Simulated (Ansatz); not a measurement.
# A computed series for hypothetical R-3m MgH2: response to strain

The parent structure is MgH2 in the CdCl2 type structure (space group R-3m, No. 166; a hypothetical phase, not in the database extracts checked).

```yaml
crystal:
  lattice:
    - [1.50059, 0.86637, 3.89037]
    - [-1.50059, 0.86637, 3.89037]
    - [0.00000, -1.73273, 3.89037]
  atoms:
    - { symbol: Mg, position: [0.00000, 0.00000, 0.00000] }
    - { symbol: H, position: [0.25501, 0.25501, 0.25501] }
    - { symbol: H, position: [0.74499, 0.74499, 0.74499] }
```

Strains are applied to the cell and any free atomic positions relax.

The values are results of PBE-D3(BJ), PAW, 420 eV (Ansatz, a first-principles code; without spin-orbit coupling), not measurements.

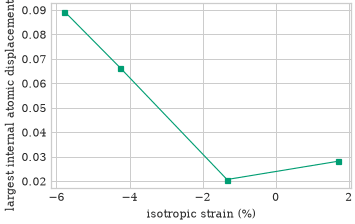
Fig. 1. Largest internal atomic displacement against isotropic strain

### Question
From the plot, what is the largest internal atomic displacement for isotropic strain −4.26 %?

### Answer
About 0.066 Å.

### Question
Is the trend monotonic over the range shown?

### Answer
No, it turns within the range, spanning 0.021 Å to 0.089 Å.

Whether these cells are dynamically stable was not tested.
